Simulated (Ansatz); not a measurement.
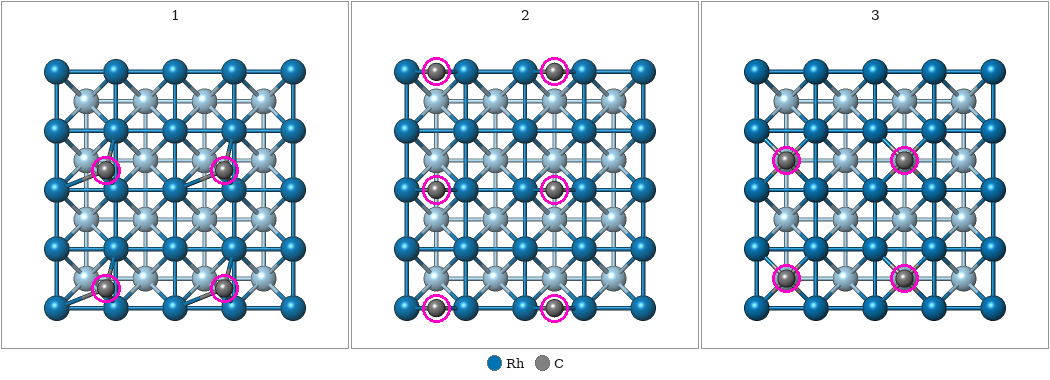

C on a Rh(100) slab cut from the Fm-3m phase, its upper half relaxed before the scan (12 atoms of substrate and one adsorbate in a 2 × 2 cell). 
- C is moved over the surface cell; relaxed at each place: the height of the adsorbate's atoms; substrate rigid; the origin of the map has the adsorbate above Rh9.
- Places are given modulo a cell vector. The map is drawn in real space over the plane of the surface.
- Grid: 6 × 6 points; 10 points were computed and 26 follow by symmetry.
- Places are given in fractions of the 1 × 1 surface cell.
- Energies: eV, counted from the lowest grid point.
- Theory: DFT PBE, scalar-relativistic, plane waves, PAW (Ansatz 0.2.0). Settings: cutoff 420 eV, k-mesh 5×5×1, gaussian smearing 0.1 eV, no spin polarisation.

The numbered pictures are structures from this grid. Rings mark the moved atoms.

**Rank them by energy, lowest first.**

3, at a fourfold hollow over a second-layer Rh atom, (3/6, 3/6) of the cell vectors: 0.00 eV; 2, at a bridge site between two Rh atoms, (3/6, 0/6) of the cell vectors: 1.44 eV; 1, at (5/6, 2/6) of the cell vectors [nearest 1 Rh at 1.70 Å]: 1.96 eV.

The map, with the structures marked:

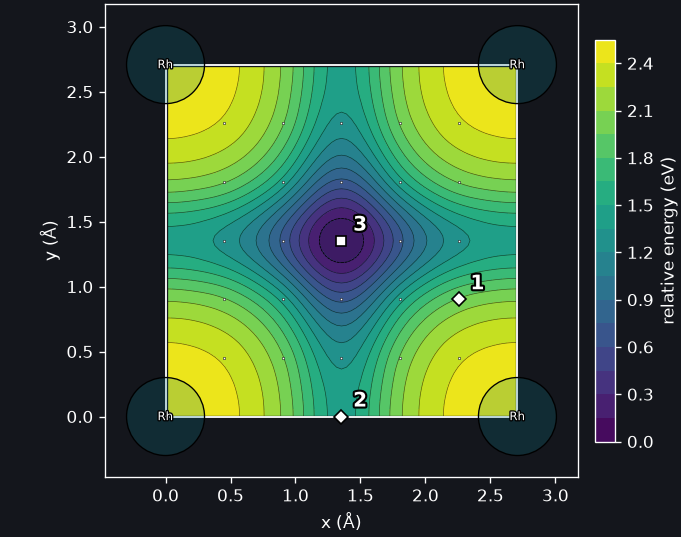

Drawn: filled contours, dots at the grid points, labelled circles for the atoms of the top layer and small ones for the second layer, the outline of one cell of the plane. Between grid points the surface is interpolated.

PAW datasets: the set soft_1.
